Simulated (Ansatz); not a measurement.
# C3H5Ga (SMILES C#[C][GaH][CH3]): B3LYP/6-31G(d) (Cartesian functions)

Aim: the energy change on altering one bond length of C3H5Ga at B3LYP/6-31G* (Cartesian functions), from 2 runs. 

Program for the calculation: Ansatz 0.2.0.

64 further runs of the same task are left out: 64 set aside as unsound or not needed.

### 1 The structure to begin with

The species is C3H5Ga (9 atoms), meant as a singlet with charge 0. As SMILES, `C#[C][GaH][CH3]`. The coordinates come from a PBE0-D4/def2-TZVP relaxation.

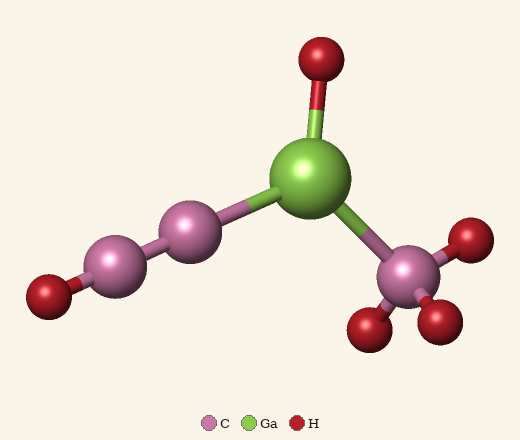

The structure, seen from a chosen angle (carbon pink, gallium green, hydrogen red).

### 2 A single-point energy at B3LYP/6-31G(d) (Cartesian functions)

Contents of input.yaml:

```yaml
crystal:
  periodic: [false, false, false]
  atoms:
    - {symbol: C, position_ang: [1.498700, 0.816800, -2.138700]}
    - {symbol: C, position_ang: [0.950000, 0.745200, -1.062800]}
    - {symbol: Ga, position_ang: [0.068800, 0.611200, 0.643700]}
    - {symbol: C, position_ang: [-1.036100, -0.972500, 0.966400]}
    - {symbol: H, position_ang: [1.983700, 0.883100, -3.086100]}
    - {symbol: H, position_ang: [0.292600, 1.783100, 1.655500]}
    - {symbol: H, position_ang: [-0.451400, -1.877200, 0.782100]}
    - {symbol: H, position_ang: [-1.435200, -1.006300, 1.980000]}
    - {symbol: H, position_ang: [-1.871000, -0.983500, 0.260000]}
basis:
  gaussian:
    orbitals: "6-31G*"
hamiltonian:
  xc: {name: B3LYP}
accuracy: high
output:
  orbitals: {seedname: orbitals}
```

Started as:

```sh
$ ansatz run input.yaml --threads 1 --pin off --max-ram 3480MiB --events-out events.jsonl --progress --plain --runs-dir runs
```

Output:

```text
Warning: RAYON_NUM_THREADS=1 ignored (pool sized by the plan → 1); use --threads N
Functional definition: B3LYP
  name "B3LYP"
  parameter a0 = 0.2
  parameter ax = 0.72
  parameter ac = 0.81
  exchange = (1 - a0 - ax)*slater_x + ax*b88_x + a0*exact_x
  correlation = (1 - ac)*vwn_rpa_c + ac*lyp_c
1903 factors; integrals over basis functions are off by at most 7.5e-9 eV
mean field evaluation 1: about -55553.6925 eV, gradient 6.2e1 eV
mean field evaluation 2: about -55547.4190 eV, gradient 7.9e1 eV
mean field evaluation 4: about -55562.3829 eV, gradient 4.3e0 eV
mean field evaluation 8: about -55562.5121 eV, gradient 1.1e-1 eV
mean field evaluation 16: about -55562.5122 eV, gradient 1.4e-5 eV
mean field -55562.51217464 eV, -2041.8846607945 hartree, gradient 2.7e-8 eV, S^2 0.000000; 0 other end points of the search recorded, 0 dependent functions left out
reference -55562.51221823 eV, -2041.8846623964 hartree; 27, 27 occupied and 63, 63 virtual orbitals, 1903 factors
Total energy: -55562.51221823 eV, -2041.8846623964 hartree
```

Run time: 6.6 s. Hardware: 1 thread of Intel Xeon Platinum 8488C (Sapphire Rapids), shared host; peak memory 0.33 GiB.

### 3 The distorted shape, same level

Contents of input.yaml:

```yaml
crystal:
  periodic: [false, false, false]
  atoms:
    - {symbol: C, position_ang: [0.797045, 1.902464, -1.917535]}
    - {symbol: C, position_ang: [0.248345, 1.830864, -0.841635]}
    - {symbol: Ga, position_ang: [-0.632855, 1.696864, 0.864865]}
    - {symbol: C, position_ang: [-1.737755, 0.113164, 1.187565]}
    - {symbol: H, position_ang: [1.282045, 1.968764, -2.864935]}
    - {symbol: H, position_ang: [-0.409055, 2.868764, 1.876665]}
    - {symbol: H, position_ang: [-0.451400, -1.877200, 0.782100]}
    - {symbol: H, position_ang: [-2.136855, 0.079364, 2.201165]}
    - {symbol: H, position_ang: [-2.572655, 0.102164, 0.481165]}
basis:
  gaussian: {orbitals: "6-31G*"}
output: {orbitals: {seedname: orbitals}}
accuracy: high
hamiltonian: {xc: {name: B3LYP}}
```

Started as:

```sh
$ ansatz run input.yaml --threads 1 --pin off --max-ram 3480MiB --events-out events.jsonl --progress --plain --runs-dir runs
```

Output:

```text
Warning: RAYON_NUM_THREADS=1 ignored (pool sized by the plan → 1); use --threads N
[... 7 set-up lines as earlier in the session ...]
1905 factors; integrals over basis functions are off by at most 1.2e-8 eV
mean field evaluation 1: about -55544.2643 eV, gradient 6.8e1 eV
mean field evaluation 2: about -55527.3098 eV, gradient 9.3e1 eV
mean field evaluation 4: about -55556.4314 eV, gradient 1.8e1 eV
mean field evaluation 8: about -55557.7786 eV, gradient 8.4e-1 eV
mean field evaluation 16: about -55557.7808 eV, gradient 1.2e-4 eV
mean field -55557.78078523 eV, -2041.7107854409 hartree, gradient 3.9e-8 eV, S^2 0.000000; 0 other end points of the search recorded, 0 dependent functions left out
reference -55557.78083016 eV, -2041.7107870921 hartree; 27, 27 occupied and 63, 63 virtual orbitals, 1905 factors
Total energy: -55557.78083016 eV, -2041.7107870921 hartree
```

Run time: 6.6 s. Hardware: 1 thread of Intel Xeon Platinum 8488C (Sapphire Rapids), shared host; peak memory 0.32 GiB.

### 4 Results

Level: B3LYP/6-31G* (Cartesian functions).

| quantity | value |
| --- | --- |
| first shape: total energy | -2041.88466 Eh |
| first shape: HOMO energy | -7.19 eV |
| first shape: LUMO energy | -1.68 eV |
| first shape: HOMO–LUMO gap | 5.52 eV |
| distorted shape: total energy | -2041.71079 Eh |
| distorted shape: HOMO energy | -6.99 eV |
| distorted shape: LUMO energy | -3.49 eV |
| distorted shape: HOMO–LUMO gap | 3.50 eV |
| energy change with the C4–H7 bond stretched from 1.093 to 2.404 Å | 4.731 eV |

In words: One bond (distorted shape) is far stretched, which a spin-restricted single reference describes badly; a broken-symmetry solution may lie lower. With the C4–H7 bond stretched from 1.093 to 2.404 Å the energy rises by 4.73 eV (457 kJ/mol). The first shape isn't relaxed at this level, so the change isn't measured from a minimum. A restricted reference can't describe the breaking bond well at this length.
